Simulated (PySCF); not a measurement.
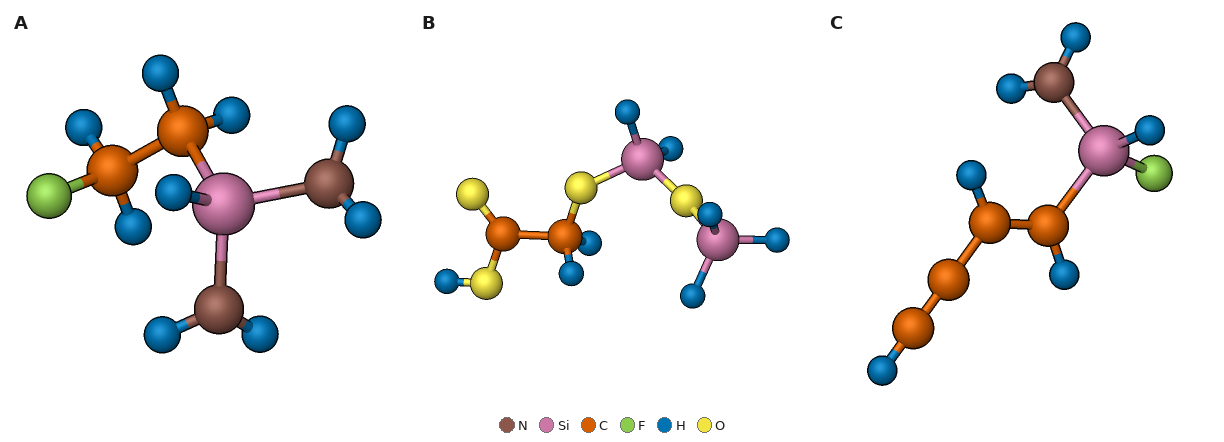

Simulated data, not a measurement (program: PySCF).

```xyz
15
charge 0, multiplicity 1
N    -1.9364   -0.8351   -0.8005
Si   -0.8183   -0.2622    0.3848
N    -1.1816    1.4170    0.5108
C     0.9043   -0.7174   -0.3227
C     1.9483    0.3209    0.0312
F     2.0023    0.5208    1.3951
H    -2.9069   -0.6141   -0.6478
H    -1.8546   -1.7925   -1.1018
H    -0.9254   -0.7745    1.7550
H    -0.6109    1.9726    1.1259
H    -1.3969    1.9332   -0.3266
H     1.2295   -1.6832    0.0631
H     0.8770   -0.7967   -1.4085
H     2.9597    0.0250   -0.2719
H     1.7055    1.2942   -0.4081
```

### Which picture belongs to the input above?

A. The file holds C2H9FN2Si, `N[SiH](N)CCF`.
